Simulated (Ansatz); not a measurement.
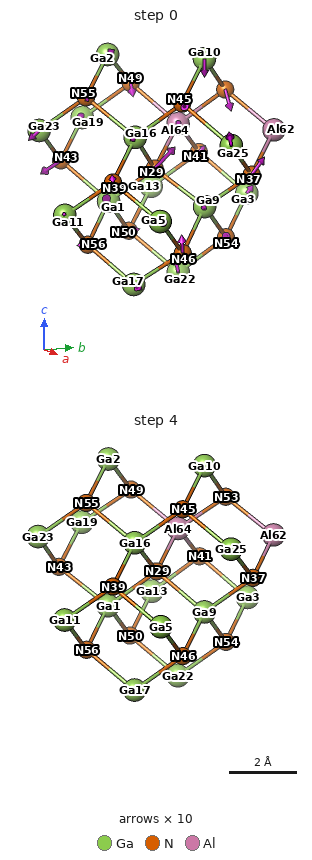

The structure of solid Ga28N32Al4 (a generated structure, set up in P1) before (top) and after (bottom) a relaxation, at one scale. The purple arrows give the displacements, magnified 10 times.

A ball-and-stick model of the atoms within 4.2 Å of the atom that moves most (axes of the cell of the calculation), seen slightly off an axis.

Theory: Ansatz 0.2.0, DFT, PBEsol, PAW, plane waves. Settings: plane-wave cutoff 420 eV; k-point mesh 1 × 1 × 1; mesh shifted by (0.25, 0.25, 0.25); no spin polarisation; cell relaxed at fixed shape; force threshold 0.03 eV/Å; at most 80 steps.

### Describe what moved and what it gained.

The atom that moves furthest is N29 (0.11 Å roughly along [−1 2 1]). By element the largest moves are N 0.11 Å, Ga 0.07 Å, Al 0.04 Å. The cell doesn't change. Some distances before and after: N37–Al62 1.985 → 1.894 Å, N29–Al64 1.987 → 1.898 Å, Ga22–N50 2.014 → 1.943 Å, Ga9–N37 1.883 → 1.952 Å. Bond angles that change, for instance: Ga1–N29–Ga16 114.1° → 108.1°, N29–Ga1–N56 105.7° → 110.6°, N29–Ga16–N39 106.7° → 111.1°. The space group stays P1 (No. 1). Over 4 geometry steps the energy falls by 1.079 eV per cell of the calculation. The largest force component goes from 1.5 to 0.011 eV/Å. The pressure goes from 0.37 to 0.00 GPa.
